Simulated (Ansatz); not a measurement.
Input

```
crystal:
  periodic: [false, false, false]
  atoms:
    - {symbol: Si, position_ang: [-0.387414, -0.634260, -0.789162]}
    - {symbol: Cl, position_ang: [1.024623, -1.433830, 0.423688]}
    - {symbol: F, position_ang: [-0.788358, -1.720889, -1.859980]}
    - {symbol: F, position_ang: [-1.670307, -0.317536, 0.069002]}
    - {symbol: H, position_ang: [0.095631, 0.571287, -1.461965]}
    - {symbol: H, position_ang: [1.102582, 1.161162, 2.092088]}
    - {symbol: Br, position_ang: [0.623242, 2.374067, 1.526430]}
basis:
  gaussian: {orbitals: def2-TZVPP}
hamiltonian: {xc: pbe0, dispersion: d4}
output: {orbitals: {seedname: orbitals}}
```

Run with:

```sh
ansatz run in.yaml --threads 8 --pin off --events-out ev --progress --plain --max-ram 19148MiB
```

The reactant side of a reaction path; geometry: PBE0-D4/def2-TZVP; a saddle point, not a minimum.

Theory: Ansatz, RKS PBE0-D4/def2-TZVPP.

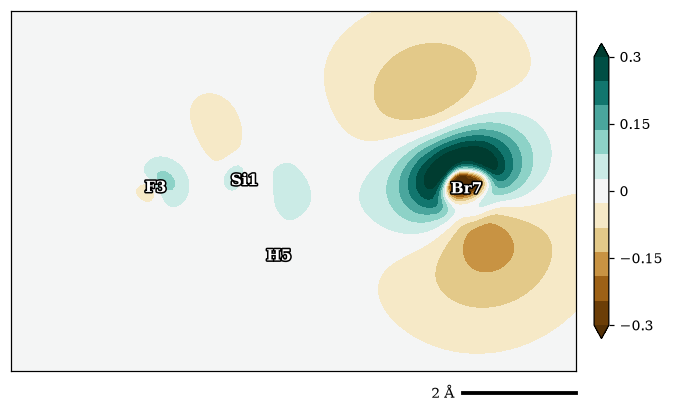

ClF$_{2}$HSi···HBr. One frontier orbital on the plane of atoms F3, Si1 and H5 (values in Å⁻³ᐟ²; the overall sign is arbitrary).

Which orbital is it: HOMO or LUMO?

The LUMO, at −0.27 eV. It lies mainly on Br7 (about 55 %) and H6 (about 40 %).
